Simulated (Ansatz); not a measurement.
# BSiH3ClO (SMILES [SiH3]O[B]Cl): UB3LYP/6-31G(d) (Cartesian functions)

Aim: the vertical ionisation energy of BSiH3ClO at UB3LYP/6-31G* (Cartesian functions), from 2 runs. 

The results are computed with Ansatz 0.2.0.

128 further runs of the same task are left out: 128 set aside as unsound or not needed.

## 1. Starting point

BSiH3ClO: 7 atoms, total charge 0, spin state doublet. SMILES: `[SiH3]O[B]Cl`. The shape is that of a PBE0-D4/def2-TZVP optimisation. This is one conformer, not always the lowest.

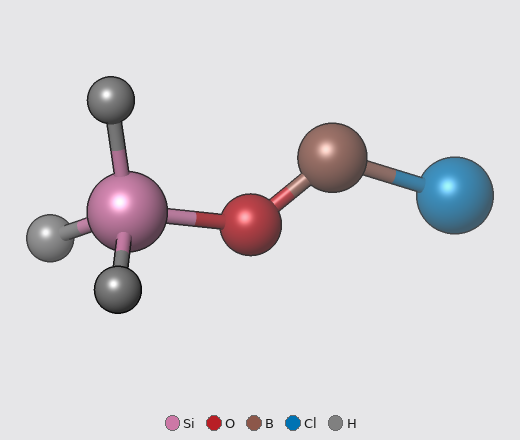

The structure, seen from a chosen angle (silicon pink, oxygen red, boron brown, chlorine blue, hydrogen grey).

## 2. The energy at UB3LYP/6-31G(d) (Cartesian functions)

run.yaml reads:

```yaml
crystal:
  periodic: [false, false, false]
  atoms:
    - {symbol: Si, position_ang: [-0.573000, 0.775400, 0.374800]}
    - {symbol: O, position_ang: [0.044900, -0.648400, -0.233600]}
    - {symbol: B, position_ang: [1.256200, -1.042100, -0.596600]}
    - {symbol: Cl, position_ang: [1.605000, -2.636800, -1.219100]}
    - {symbol: H, position_ang: [-1.201300, 0.456800, 1.676100]}
    - {symbol: H, position_ang: [0.515600, 1.766600, 0.541200]}
    - {symbol: H, position_ang: [-1.586300, 1.260400, -0.588400]}
basis:
  gaussian:
    orbitals: "6-31G*"
magnetization:
  spin_polarized: true
  initial_magnetization: 1
hamiltonian:
  xc: {name: B3LYP}
accuracy: high
output:
  orbitals: {seedname: orbitals}
```

The run is started by

```console
ansatz run run.yaml --threads 1 --pin off --max-ram 3480MiB --events-out events.jsonl --progress --plain --runs-dir runs
```

What it wrote:

```text
Warning: RAYON_NUM_THREADS=1 ignored (pool sized by the plan → 1); use --threads N
Functional definition: B3LYP
  name "B3LYP"
  parameter a0 = 0.2
  parameter ax = 0.72
  parameter ac = 0.81
  exchange = (1 - a0 - ax)*slater_x + ax*b88_x + a0*exact_x
  correlation = (1 - ac)*vwn_rpa_c + ac*lyp_c
1550 factors; integrals over basis functions are off by at most 3.3e-9 eV
mean field evaluation 1: about -23169.8540 eV, gradient 3.3e1 eV
mean field evaluation 2: about -23158.4834 eV, gradient 6.4e1 eV
mean field evaluation 4: about -23173.5208 eV, gradient 1.5e0 eV
mean field evaluation 8: about -23173.6471 eV, gradient 1.8e-1 eV
mean field evaluation 16: about -23173.6473 eV, gradient 7.1e-5 eV
mean field -23173.64726129 eV, -851.6158291902 hartree, gradient 1.6e-8 eV, S^2 0.751906; 0 other end points of the search recorded, 0 dependent functions left out
reference -23173.64730236 eV, -851.6158306995 hartree; 24, 23 occupied and 50, 51 virtual orbitals, 1550 factors
Total energy: -23173.64730236 eV, -851.6158306995 hartree
```

Wall time 9.9 s (1 thread of Arm Neoverse V2, shared host); peak memory 0.33 GiB.

## 3. The singlet cation at the same level

input.yaml reads:

```yaml
crystal:
  periodic: [false, false, false]
  atoms:
    - {symbol: Si, position_ang: [-0.573000, 0.775400, 0.374800]}
    - {symbol: O, position_ang: [0.044900, -0.648400, -0.233600]}
    - {symbol: B, position_ang: [1.256200, -1.042100, -0.596600]}
    - {symbol: Cl, position_ang: [1.605000, -2.636800, -1.219100]}
    - {symbol: H, position_ang: [-1.201300, 0.456800, 1.676100]}
    - {symbol: H, position_ang: [0.515600, 1.766600, 0.541200]}
    - {symbol: H, position_ang: [-1.586300, 1.260400, -0.588400]}
basis:
  gaussian:
    orbitals: "6-31G*"
total_charge: 1
hamiltonian:
  xc: {name: B3LYP}
accuracy: high
output:
  orbitals: {seedname: orbitals}
```

The run is started by

```console
ansatz run input.yaml --threads 1 --pin off --max-ram 3480MiB --events-out events.jsonl --progress --plain --runs-dir runs
```

What it wrote (excerpt; [...] marks lines left out):

```text
Warning: RAYON_NUM_THREADS=1 ignored (pool sized by the plan → 1); use --threads N
[... 7 set-up lines as earlier in the session ...]
1548 factors; integrals over basis functions are off by at most 3.3e-9 eV
mean field evaluation 1: about -23155.3448 eV, gradient 7.4e1 eV
mean field evaluation 2: about -23077.7390 eV, gradient 1.8e2 eV
mean field evaluation 4: about -23165.1114 eV, gradient 8.8e0 eV
mean field evaluation 8: about -23165.4380 eV, gradient 9.3e-1 eV
mean field evaluation 16: about -23165.4407 eV, gradient 7.5e-5 eV
mean field -23165.44069107 eV, -851.3142432971 hartree, gradient 2.9e-8 eV, S^2 0.000000; 0 other end points of the search recorded, 0 dependent functions left out
reference -23165.44073170 eV, -851.3142447904 hartree; 23, 23 occupied and 51, 51 virtual orbitals, 1548 factors
Total energy: -23165.44073170 eV, -851.3142447904 hartree
```

Wall time 6 s (1 thread of Arm Neoverse V2, shared host); peak memory 0.22 GiB.

## 4. Summary of results

At UB3LYP/6-31G* (Cartesian functions):

| quantity | value |
| --- | --- |
| doublet BSiH3ClO: total energy | -851.61583 Eh |
| doublet BSiH3ClO: HOMO energy (highest over α and β) | -5.46 eV |
| doublet BSiH3ClO: LUMO energy (lowest over α and β) | -1.63 eV |
| doublet BSiH3ClO: ⟨S²⟩ | 0.752 |
| singlet cation: total energy | -851.31424 Eh |
| singlet cation: HOMO energy | -14.23 eV |
| singlet cation: LUMO energy | -10.72 eV |
| singlet cation: HOMO–LUMO gap | 3.51 eV |
| vertical ionisation energy (to the singlet cation) | 8.207 eV |

**Reading.** Removing an electron at fixed nuclei costs 8.21 eV (792 kJ/mol). Only the singlet of the ionised species was computed; a triplet could lie lower.
